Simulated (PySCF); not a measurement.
# CH₇B₂FSi: NMR shifts and electronic excitations at several levels of theory, part 1 of 2

How much do the NMR shifts and electronic excitations of CH₇B₂FSi (`CB([SiH3])BF`) depend on the level of theory, and what does each level cost?

Computed with PySCF 2.14.0, with density-fitted response routines of our own, on a single molecule in the gas phase. Atoms count from 0, in the outputs and in this text.

### Step 1. The molecule as given

12 atoms, charge 0, multiplicity 1; geometry from: GFN2-xTB. The atoms were then displaced at random by about 0.01 Å, so the start is not that level's minimum.

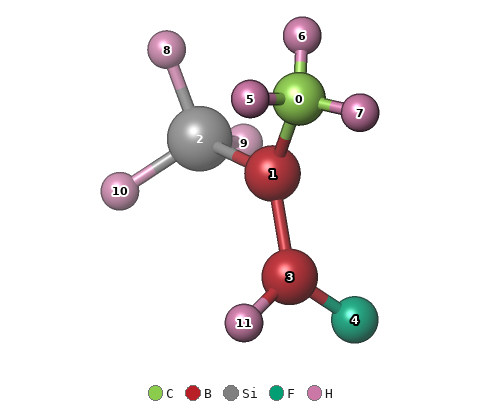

The starting geometry (carbon green, boron red, silicon grey, fluorine teal, hydrogen pink), atoms numbered; sticks join atoms by distance.

### Step 2. Relaxing the molecule at PBE0-D3(BJ)/def2-SVP

The job: settings as JSON, then the geometry in Å.

```
{"job": {"xc": "PBE0", "basis": "def2-SVP", "d3": "d3bj", "grid": 1, "shake": 0.01, "kind": "geom"}, "charge": 0, "multiplicity": 1}
C     -1.139770    -1.196390     0.136860
B     -0.284260     0.122270    -0.034340
Si     1.652230    -0.139560    -0.234530
B     -0.784600     1.670120     0.088610
F     -1.108000     2.452700    -0.948470
H     -1.220430    -1.357590     1.205130
H     -0.728490    -2.072350    -0.312440
H     -2.173600    -1.065840    -0.214880
H      2.090020    -1.525200     0.027340
H      2.151860     0.184250    -1.568080
H      2.481740     0.667200     0.702750
H     -0.897020     2.232120     1.143020
```

Command:

```
$ OMP_NUM_THREADS=1 python probes_run.py task.json out
```

The driver reads the jobs from task.json and runs them one after another.

The log of the run:

```text
step   0  E = -480.78312969  max force = 0.030836
step   1  E = -480.78942896  max force = 0.008744
step   2  E = -480.78977853  max force = 0.004561
step   3  E = -480.78994920  max force = 0.001337
step   4  E = -480.78996193  max force = 0.000472
step   5  E = -480.78997205  max force = 0.000307
optimisation converged
```

Wall time 25 s (1 thread of Arm Neoverse V1, shared host); peak memory 0.44 GiB.

Relaxation path:

```tsv
step	energy from step 0 (eV)	largest force component (eV/Å)
0	0.0000	1.5857
1	-0.1714	0.4496
2	-0.1809	0.2345
3	-0.1856	0.0688
4	-0.1859	0.0243
5	-0.1862	0.0158
```

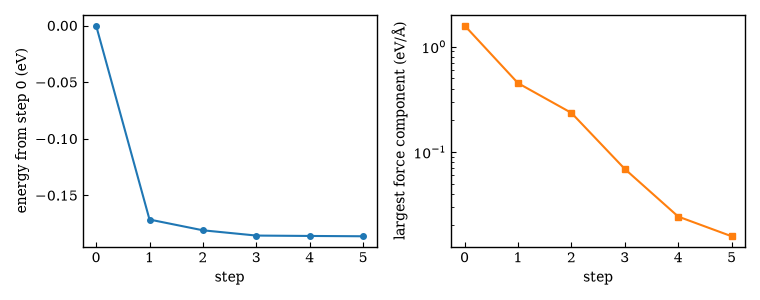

Energy and largest force along the relaxation.

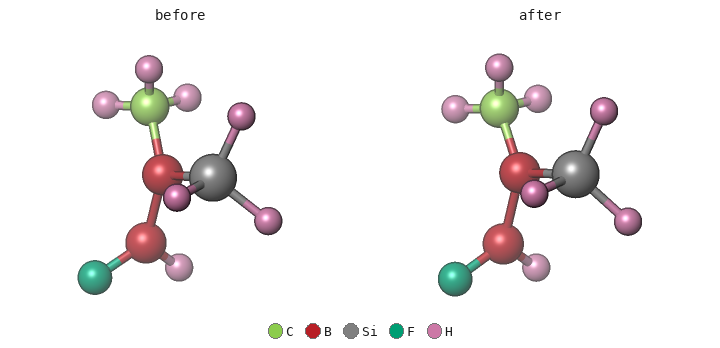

The geometry before (left) and after (right).

Distances of close pairs at the start and the end, largest changes first:

```tsv
bond	before (Å)	after (Å)	change (Å)
B1–Si2	1.964	2.033	+0.068
B1–B3	1.631	1.684	+0.053
Si2–H9	1.460	1.502	+0.041
C0–H6	1.067	1.100	+0.033
C0–H5	1.083	1.112	+0.029
Si2–H8	1.477	1.499	+0.022
B3–H11	1.200	1.221	+0.021
C0–B1	1.581	1.563	-0.018
```

The next job starts from the end point, and lists it.

```tsv
at the end point	value
point group (found at 0.08 Å tolerance)	C1
rotational constants (GHz, main isotopes)	4.321, 2.254, 1.605
dipole moment (D)	1.67
```

### Step 3. NMR shieldings: PBE0/6-31G*

The job: settings as JSON, then the geometry in Å.

```
{"job": {"kind": "nmr", "xc": "PBE0", "basis": "6-31G*", "pop": true}, "charge": 0, "multiplicity": 1}
C     -1.368621    -1.087870     0.162386
B     -0.395540     0.133538     0.092197
Si     1.611417    -0.169691    -0.017677
B     -0.875320     1.743760     0.210701
F     -1.060178     2.514705    -0.857418
H     -1.454007    -1.259678     1.257970
H     -0.982171    -2.028772    -0.256649
H     -2.392337    -0.902334    -0.195730
H      2.020393    -1.584469     0.261463
H      2.020883     0.159981    -1.424474
H      2.390437     0.732024     0.890580
H     -1.026195     2.293018     1.290498
```

With the program's defaults for keys left out, this is: GIAO PBE0/6-31G* NMR shielding, non-relativistic, gas phase.

The log of the run:

```text
coarse grid: 10312 points
cycle   1  E = -480.9704276124  dE =  6.488e-02  |g| = 5.101e-01  |ddm| = 2.851e+00
cycle   2  E = -480.9274126178  dE =  4.301e-02  |g| = 7.307e-01  |ddm| = 9.450e-01
cycle   3  E = -481.0215830088  dE = -9.417e-02  |g| = 6.769e-02  |ddm| = 5.780e-01
cycle   4  E = -481.0224884351  dE = -9.054e-04  |g| = 2.457e-02  |ddm| = 7.620e-02
cycle   5  E = -481.0226454177  dE = -1.570e-04  |g| = 3.708e-03  |ddm| = 2.696e-02
cycle   6  E = -481.0226499895  dE = -4.572e-06  |g| = 8.957e-04  |ddm| = 6.190e-03
final grid: 94760 points
cycle   7  E = -480.9906199357  dE = -1.886e-05  |g| = 5.005e-03  |ddm| = 1.507e-02
cycle   8  E = -480.9906180717  dE =  1.864e-06  |g| = 5.719e-03  |ddm| = 9.526e-03
cycle   9  E = -480.9906269010  dE = -8.829e-06  |g| = 2.289e-04  |ddm| = 5.061e-03
cycle  10  E = -480.9906269150  dE = -1.394e-08  |g| = 7.750e-05  |ddm| = 3.773e-04
cycle  11  E = -480.9906269162  dE = -1.227e-09  |g| = 3.361e-05  |ddm| = 1.077e-04
cycle  12  E = -480.9906269164  dE = -1.933e-10  |g| = 8.516e-06  |ddm| = 2.858e-05
converged SCF energy = -480.9906269164

GIAO shielding tensors (ppm)
atom      isotropic    diamagn.    paramagn.     s11        s22        s33       span
  0 C      170.784     249.292     -78.509    142.318    170.787    199.246     56.927
  1 B       -1.383     196.961    -198.344    -96.246    -48.734    140.830    237.076
  2 Si     487.005     883.766    -396.761    446.527    501.311    513.176     66.649
  3 B       47.299     194.169    -146.870    -33.496     69.286    106.106    139.601
  4 F      173.423     464.601    -291.178    -49.971     38.292    531.946    581.917
  5 H       30.976      28.968       2.008     26.606     30.188     36.134      9.528
  6 H       29.512      29.784      -0.273     26.235     29.286     33.013      6.777
  7 H       29.602      29.254       0.347     26.439     28.239     34.127      7.688
  8 H       28.242      29.816      -1.574     25.472     27.025     32.229      6.757
  9 H       28.082      29.629      -1.547     25.422     26.699     32.126      6.704
 10 H       27.913      29.494      -1.581     25.204     26.601     31.933      6.728
 11 H       25.086      28.653      -3.567     21.969     26.196     27.094      5.125
```

Run time: 7.2 s. Hardware: 1 thread of Arm Neoverse V1, shared host; peak memory 0.48 GiB.

The references, computed at this level on geometries of the same kind, shield at (ppm): ¹H TMS 31.96, ¹³C TMS 194.1, ²⁹Si TMS 418.1, ¹⁹F CFCl3 198.9, ¹¹B BF3·OEt2 112.3. Their shielding less the atom's gives the shift. The references are single molecules in the gas phase, so shifts against H2O, NH3, PH3, H3PO4 or CFCl3 are not on the usual liquid scales and can be off by tens of ppm. Atoms listed in one row are averaged.

```tsv
atoms	environment	σ (ppm)	δ (ppm)
C0	methyl carbon bonded to B	170.8	23.4
H11	hydrogen on a boron bonded to B, F	25.09	6.88
H8, H9, H10	hydrogen on a silicon bonded to B	28.08	3.88
H5, H6, H7	hydrogen on a methyl carbon bonded to B	30.03	1.93
B1	boron bonded to C, B, Si	-1.4	113.6
B3	boron bonded to B, F, H	47.3	65.0
Si2	silicon bonded to B, 3 H	487.0	-68.9
F4	fluorine bonded to B	173.4	25.5
```

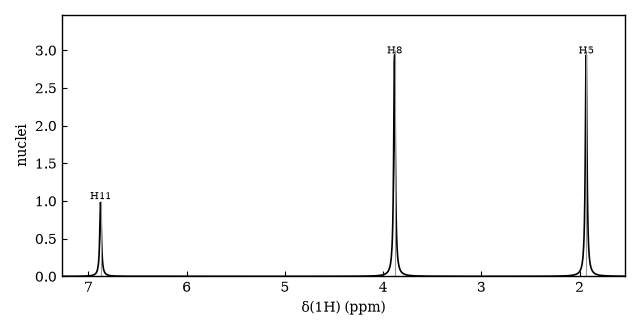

¹H lines at the computed shifts, without couplings. Lines are broadened to a width of 0.02 ppm (Lorentzian).

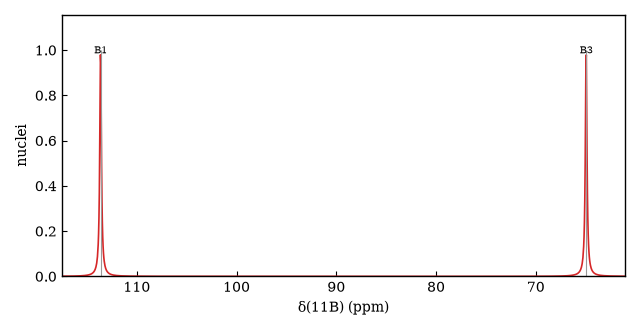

¹¹B lines at the computed shifts, without couplings. Lines are broadened to a width of 0.19 ppm (Lorentzian).

Charges from the same density, by scheme (e):

```tsv
atoms	Mulliken	IAO	Hirshfeld	ESP fit
C0	-0.71	-0.53	-0.16	-0.56
B1	0.06	-0.06	0.07	0.23
Si2	0.16	0.39	0.20	0.10
B3	0.34	0.31	0.15	0.32
F4	-0.25	-0.29	-0.12	-0.21
```

Hirshfeld charges:

```tsv
atom	value (e)
C0	-0.16
B1	0.07
Si2	0.20
B3	0.15
F4	-0.12
H5	0.06
H6	0.04
H7	0.04
H8	-0.08
H9	-0.07
H10	-0.07
H11	-0.07
```

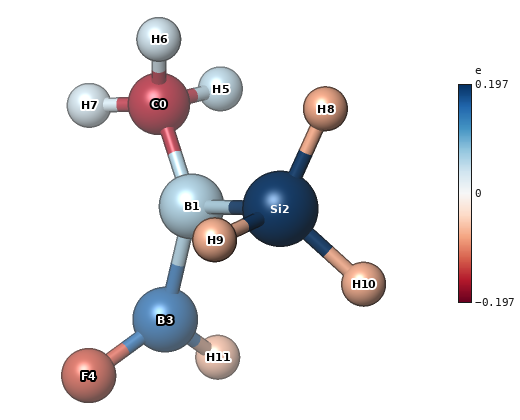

Hirshfeld charges, as colours on the atoms.

Mayer bond orders: C0–B1 1.05, B1–Si2 0.94, B1–B3 0.99, B3–F4 1.18.

### Step 4. NMR shieldings: PBE0/6-311+G(2d,p)

Same as in step 3 but for these lines:

```diff
@@ -1,2 +1,2 @@
-{"job": {"kind": "nmr", "xc": "PBE0", "basis": "6-31G*", "pop": true}, "charge": 0, "multiplicity": 1}
+{"job": {"kind": "nmr", "xc": "PBE0", "basis": "6-311+G(2d,p)", "pop": true}, "charge": 0, "multiplicity": 1}
 C     -1.368621    -1.087870     0.162386
```

Method: GIAO PBE0/6-311+G(2d,p) NMR shielding, non-relativistic, gas phase.

The log of the run:

```text
coarse grid: 10312 points
cycle   1  E = -481.0357403521  dE =  6.161e-02  |g| = 5.106e-01  |ddm| = 2.630e+00
cycle   2  E = -480.9904248220  dE =  4.532e-02  |g| = 7.553e-01  |ddm| = 7.309e-01
cycle   3  E = -481.0840508742  dE = -9.363e-02  |g| = 7.265e-02  |ddm| = 3.722e-01
cycle   4  E = -481.0848708002  dE = -8.199e-04  |g| = 3.175e-02  |ddm| = 6.504e-02
cycle   5  E = -481.0851105661  dE = -2.398e-04  |g| = 4.260e-03  |ddm| = 2.278e-02
cycle   6  E = -481.0851156069  dE = -5.041e-06  |g| = 1.066e-03  |ddm| = 5.123e-03
final grid: 94760 points
cycle   7  E = -481.0840251836  dE = -4.612e-05  |g| = 6.160e-03  |ddm| = 5.052e-02
cycle   8  E = -481.0840212504  dE =  3.933e-06  |g| = 7.532e-03  |ddm| = 8.144e-03
cycle   9  E = -481.0840329972  dE = -1.175e-05  |g| = 6.948e-04  |ddm| = 4.277e-03
cycle  10  E = -481.0840330657  dE = -6.851e-08  |g| = 2.869e-04  |ddm| = 5.590e-04
cycle  11  E = -481.0840330816  dE = -1.591e-08  |g| = 4.503e-05  |ddm| = 1.851e-04
cycle  12  E = -481.0840330821  dE = -5.080e-10  |g| = 9.241e-06  |ddm| = 4.935e-05
converged SCF energy = -481.0840330821

GIAO shielding tensors (ppm)
atom      isotropic    diamagn.    paramagn.     s11        s22        s33       span
  0 C      163.058     251.225     -88.167    131.312    163.820    194.042     62.730
  1 B      -17.332     184.285    -201.616   -114.636    -68.784    131.425    246.061
  2 Si     448.740     881.110    -432.370    411.451    465.075    469.695     58.245
  3 B       33.190     201.419    -168.229    -55.143     57.587     97.126    152.269
  4 F      168.494     463.201    -294.707    -55.953     41.863    519.573    575.526
  5 H       30.455      29.421       1.034     26.035     29.627     35.702      9.666
  6 H       29.027      30.757      -1.730     25.894     28.846     32.342      6.448
  7 H       29.121      29.806      -0.685     25.913     27.859     33.591      7.678
  8 H       27.783      29.016      -1.233     25.083     26.436     31.831      6.748
  9 H       27.577      28.823      -1.245     24.906     26.272     31.554      6.649
 10 H       27.330      29.018      -1.689     24.604     26.028     31.357      6.753
 11 H       24.660      30.000      -5.340     21.235     25.975     26.771      5.536
```

Run time: 19 s. Hardware: 1 thread of Arm Neoverse V1, shared host; peak memory 0.87 GiB.

In short: δ C0 23.4, B1 119.8, B3 69.2, Si2 -104.3, H11 6.85, H8 3.95 ppm (means over like atoms).

### Step 5. NMR shieldings: PBE0/def2-SVP

Same as in step 4 but for these lines:

```diff
@@ -1,2 +1,2 @@
-{"job": {"kind": "nmr", "xc": "PBE0", "basis": "6-311+G(2d,p)", "pop": true}, "charge": 0, "multiplicity": 1}
+{"job": {"kind": "nmr", "xc": "PBE0", "basis": "def2-SVP", "pop": true}, "charge": 0, "multiplicity": 1}
 C     -1.368621    -1.087870     0.162386
```

Method: GIAO PBE0/def2-SVP NMR shielding, non-relativistic, gas phase.

The log of the run:

```text
coarse grid: 10312 points
cycle   1  E = -480.6748654923  dE =  3.808e-02  |g| = 4.778e-01  |ddm| = 3.290e+00
cycle   2  E = -480.6346513658  dE =  4.021e-02  |g| = 6.952e-01  |ddm| = 1.233e+00
cycle   3  E = -480.7206627588  dE = -8.601e-02  |g| = 6.128e-02  |ddm| = 7.511e-01
cycle   4  E = -480.7213644763  dE = -7.017e-04  |g| = 2.529e-02  |ddm| = 8.331e-02
cycle   5  E = -480.7215320219  dE = -1.675e-04  |g| = 3.156e-03  |ddm| = 3.016e-02
cycle   6  E = -480.7215354165  dE = -3.395e-06  |g| = 8.889e-04  |ddm| = 6.582e-03
final grid: 94760 points
cycle   7  E = -480.7824141710  dE = -2.314e-05  |g| = 4.842e-03  |ddm| = 1.955e-02
cycle   8  E = -480.7824121486  dE =  2.022e-06  |g| = 5.593e-03  |ddm| = 1.014e-02
cycle   9  E = -480.7824204941  dE = -8.345e-06  |g| = 2.162e-04  |ddm| = 5.530e-03
cycle  10  E = -480.7824205059  dE = -1.181e-08  |g| = 1.134e-04  |ddm| = 3.783e-04
cycle  11  E = -480.7824205084  dE = -2.501e-09  |g| = 4.285e-05  |ddm| = 1.380e-04
cycle  12  E = -480.7824205087  dE = -3.387e-10  |g| = 6.214e-06  |ddm| = 5.780e-05
converged SCF energy = -480.7824205087

GIAO shielding tensors (ppm)
atom      isotropic    diamagn.    paramagn.     s11        s22        s33       span
  0 C      170.812     243.184     -72.372    141.277    169.736    201.424     60.147
  1 B       -7.737     203.424    -211.162   -107.656    -56.703    141.146    248.802
  2 Si     504.012     880.997    -376.985    467.123    516.804    528.108     60.985
  3 B       42.666     193.708    -151.042    -44.832     66.481    106.348    151.179
  4 F      176.971     458.460    -281.488    -51.944     43.481    539.377    591.322
  5 H       30.283      28.187       2.096     25.835     29.276     35.737      9.902
  6 H       28.941      29.609      -0.668     25.767     28.596     32.461      6.693
  7 H       29.004      28.666       0.338     25.812     27.592     33.609      7.798
  8 H       27.861      29.566      -1.705     25.126     26.472     31.986      6.860
  9 H       27.642      29.393      -1.751     24.979     26.247     31.701      6.722
 10 H       27.435      29.300      -1.866     24.710     26.085     31.509      6.799
 11 H       24.762      28.988      -4.226     21.330     26.080     26.877      5.546
```

Run time: 8.2 s. Hardware: 1 thread of Arm Neoverse V1, shared host; peak memory 0.55 GiB.

Key values: δ C0 22.9, B1 118.4, B3 68.0, Si2 -96.8, H11 6.58, H8 3.70 ppm (means over like atoms).

### Step 6. NMR shieldings: PBE0/def2-TZVP

Same as in step 5 but for these lines:

```diff
@@ -1,2 +1,2 @@
-{"job": {"kind": "nmr", "xc": "PBE0", "basis": "def2-SVP", "pop": true}, "charge": 0, "multiplicity": 1}
+{"job": {"kind": "nmr", "xc": "PBE0", "basis": "def2-TZVP", "pop": true}, "charge": 0, "multiplicity": 1}
 C     -1.368621    -1.087870     0.162386
```

With the program's defaults for keys left out, this is: GIAO PBE0/def2-TZVP NMR shielding, non-relativistic, gas phase.

The log of the run:

```text
coarse grid: 10312 points
cycle   1  E = -481.0554190829  dE =  6.339e-02  |g| = 5.123e-01  |ddm| = 2.478e+00
cycle   2  E = -481.0103103410  dE =  4.511e-02  |g| = 7.595e-01  |ddm| = 8.841e-01
cycle   3  E = -481.1045637444  dE = -9.425e-02  |g| = 7.068e-02  |ddm| = 5.359e-01
cycle   4  E = -481.1053624876  dE = -7.987e-04  |g| = 3.177e-02  |ddm| = 6.300e-02
cycle   5  E = -481.1056011916  dE = -2.387e-04  |g| = 4.195e-03  |ddm| = 2.261e-02
cycle   6  E = -481.1056064045  dE = -5.213e-06  |g| = 1.086e-03  |ddm| = 4.755e-03
final grid: 94760 points
cycle   7  E = -481.1005612301  dE = -6.856e-05  |g| = 6.152e-03  |ddm| = 4.697e-02
cycle   8  E = -481.1005573398  dE =  3.890e-06  |g| = 7.498e-03  |ddm| = 8.836e-03
cycle   9  E = -481.1005690722  dE = -1.173e-05  |g| = 6.718e-04  |ddm| = 4.756e-03
cycle  10  E = -481.1005691313  dE = -5.915e-08  |g| = 3.132e-04  |ddm| = 5.219e-04
cycle  11  E = -481.1005691497  dE = -1.844e-08  |g| = 4.826e-05  |ddm| = 1.975e-04
cycle  12  E = -481.1005691503  dE = -5.732e-10  |g| = 9.501e-06  |ddm| = 5.461e-05
converged SCF energy = -481.1005691503

GIAO shielding tensors (ppm)
atom      isotropic    diamagn.    paramagn.     s11        s22        s33       span
  0 C      163.434     244.567     -81.134    131.833    163.800    194.668     62.834
  1 B      -19.879     191.732    -211.611   -119.797    -72.022    132.183    251.980
  2 Si     438.922     880.085    -441.163    401.651    455.055    460.060     58.409
  3 B       32.606     195.096    -162.490    -56.473     57.472     96.820    153.293
  4 F      165.148     466.858    -301.710    -60.295     31.610    524.130    584.425
  5 H       30.449      27.893       2.557     25.952     29.721     35.675      9.722
  6 H       28.972      29.147      -0.176     25.889     28.744     32.281      6.392
  7 H       29.054      28.626       0.429     25.899     27.770     33.494      7.595
  8 H       27.757      29.688      -1.931     25.120     26.408     31.742      6.623
  9 H       27.578      29.525      -1.947     24.931     26.345     31.456      6.525
 10 H       27.306      29.510      -2.204     24.638     26.015     31.265      6.627
 11 H       24.622      28.695      -4.073     21.171     25.944     26.751      5.580
```

Wall time 25 s (1 thread of Arm Neoverse V1, shared host); peak memory 0.92 GiB.

In short: δ C0 23.2, B1 122.5, B3 70.0, Si2 -107.4, H11 6.86, H8 3.93 ppm (means over like atoms).

### Step 7. Shielding tensors: PBE0/cc-pVDZ

Same as in step 6 but for these lines:

```diff
@@ -1,2 +1,2 @@
-{"job": {"kind": "nmr", "xc": "PBE0", "basis": "def2-TZVP", "pop": true}, "charge": 0, "multiplicity": 1}
+{"job": {"kind": "nmr", "xc": "PBE0", "basis": "cc-pVDZ", "pop": true}, "charge": 0, "multiplicity": 1}
 C     -1.368621    -1.087870     0.162386
```

Method: GIAO PBE0/cc-pVDZ NMR shielding, non-relativistic, gas phase.

The log of the run:

```text
coarse grid: 10312 points
cycle   1  E = -480.9626817324  dE =  1.048e-01  |g| = 4.857e-01  |ddm| = 6.191e+00
cycle   2  E = -480.9203286273  dE =  4.235e-02  |g| = 7.100e-01  |ddm| = 1.714e+00
cycle   3  E = -481.0097590864  dE = -8.943e-02  |g| = 6.447e-02  |ddm| = 9.236e-01
cycle   4  E = -481.0105511769  dE = -7.921e-04  |g| = 2.534e-02  |ddm| = 1.415e-01
cycle   5  E = -481.0107190425  dE = -1.679e-04  |g| = 3.255e-03  |ddm| = 4.831e-02
cycle   6  E = -481.0107227432  dE = -3.701e-06  |g| = 9.163e-04  |ddm| = 9.708e-03
final grid: 94760 points
cycle   7  E = -481.0204605688  dE = -1.978e-05  |g| = 5.185e-03  |ddm| = 4.087e-02
cycle   8  E = -481.0204583353  dE =  2.234e-06  |g| = 5.961e-03  |ddm| = 1.955e-02
cycle   9  E = -481.0204678385  dE = -9.503e-06  |g| = 2.518e-04  |ddm| = 1.050e-02
cycle  10  E = -481.0204678563  dE = -1.776e-08  |g| = 1.048e-04  |ddm| = 7.915e-04
cycle  11  E = -481.0204678584  dE = -2.095e-09  |g| = 4.811e-05  |ddm| = 1.984e-04
cycle  12  E = -481.0204678588  dE = -4.239e-10  |g| = 6.517e-06  |ddm| = 7.421e-05
converged SCF energy = -481.0204678588

GIAO shielding tensors (ppm)
atom      isotropic    diamagn.    paramagn.     s11        s22        s33       span
  0 C      173.017     244.065     -71.048    143.861    172.718    202.471     58.610
  1 B       -4.980     198.783    -203.763   -102.311    -53.093    140.462    242.773
  2 Si     508.176     883.765    -375.589    477.341    522.885    524.301     46.959
  3 B       46.038     196.837    -150.800    -41.504     68.251    111.366    152.869
  4 F      173.152     459.492    -286.340    -57.154     36.067    540.544    597.698
  5 H       30.226      28.075       2.151     25.876     29.385     35.417      9.541
  6 H       28.845      29.694      -0.849     25.693     28.700     32.143      6.449
  7 H       28.919      28.668       0.251     25.794     27.559     33.405      7.611
  8 H       27.821      29.728      -1.906     24.996     26.362     32.106      7.110
  9 H       27.654      29.434      -1.780     24.831     26.191     31.940      7.109
 10 H       27.408      29.376      -1.968     24.554     25.953     31.718      7.164
 11 H       24.603      29.136      -4.533     21.163     26.095     26.552      5.389
```

It took 9.1 s on 1 thread of Arm Neoverse V1, shared host; peak memory 0.58 GiB.

Key values: δ C0 23.7, B1 118.8, B3 67.8, Si2 -89.6, H11 6.69, H8 3.66 ppm (means over like atoms).

### Step 8. Nuclear shieldings: PBE0/cc-pVTZ

Same as in step 7 but for these lines:

```diff
@@ -1,2 +1,2 @@
-{"job": {"kind": "nmr", "xc": "PBE0", "basis": "cc-pVDZ", "pop": true}, "charge": 0, "multiplicity": 1}
+{"job": {"kind": "nmr", "xc": "PBE0", "basis": "cc-pVTZ", "pop": true}, "charge": 0, "multiplicity": 1}
 C     -1.368621    -1.087870     0.162386
```

With the program's defaults for keys left out, this is: GIAO PBE0/cc-pVTZ NMR shielding, non-relativistic, gas phase.

The log of the run:

```text
coarse grid: 10312 points
cycle   1  E = -481.0440652526  dE =  6.487e-02  |g| = 5.115e-01  |ddm| = 6.650e+00
cycle   2  E = -481.0003763278  dE =  4.369e-02  |g| = 7.574e-01  |ddm| = 1.628e+00
cycle   3  E = -481.0930251904  dE = -9.265e-02  |g| = 6.897e-02  |ddm| = 8.980e-01
cycle   4  E = -481.0937939663  dE = -7.688e-04  |g| = 3.157e-02  |ddm| = 1.502e-01
cycle   5  E = -481.0940266113  dE = -2.326e-04  |g| = 4.041e-03  |ddm| = 5.282e-02
cycle   6  E = -481.0940315804  dE = -4.969e-06  |g| = 1.107e-03  |ddm| = 1.004e-02
final grid: 94760 points
cycle   7  E = -481.0965972662  dE = -7.484e-05  |g| = 5.988e-03  |ddm| = 8.380e-02
cycle   8  E = -481.0965938183  dE =  3.448e-06  |g| = 7.120e-03  |ddm| = 2.051e-02
cycle   9  E = -481.0966050627  dE = -1.124e-05  |g| = 5.592e-04  |ddm| = 1.103e-02
cycle  10  E = -481.0966051005  dE = -3.779e-08  |g| = 3.148e-04  |ddm| = 1.023e-03
cycle  11  E = -481.0966051176  dE = -1.712e-08  |g| = 4.836e-05  |ddm| = 4.176e-04
cycle  12  E = -481.0966051182  dE = -5.604e-10  |g| = 8.762e-06  |ddm| = 1.005e-04
converged SCF energy = -481.0966051182

GIAO shielding tensors (ppm)
atom      isotropic    diamagn.    paramagn.     s11        s22        s33       span
  0 C      163.329     244.216     -80.887    132.016    163.969    194.002     61.987
  1 B      -18.002     192.966    -210.968   -117.288    -69.711    132.992    250.279
  2 Si     459.546     888.117    -428.571    424.201    474.398    480.038     55.837
  3 B       33.854     191.825    -157.971    -53.507     57.950     97.118    150.625
  4 F      166.290     466.389    -300.100    -58.902     34.590    523.181    582.083
  5 H       30.238      28.375       1.863     25.693     29.468     35.552      9.859
  6 H       28.752      29.502      -0.751     25.555     28.519     32.181      6.625
  7 H       28.835      29.025      -0.190     25.582     27.512     33.411      7.829
  8 H       27.778      29.435      -1.657     25.075     26.415     31.845      6.770
  9 H       27.614      29.222      -1.608     24.914     26.353     31.577      6.663
 10 H       27.327      29.061      -1.734     24.590     26.009     31.383      6.794
 11 H       24.602      28.551      -3.949     21.172     25.974     26.661      5.489
```

Wall time 35 s (1 thread of Arm Neoverse V1, shared host); peak memory 0.93 GiB.

Key values: δ C0 24.0, B1 120.8, B3 68.9, Si2 -99.5, H11 6.69, H8 3.72 ppm (means over like atoms).

(Continued in part 2 of 2.)
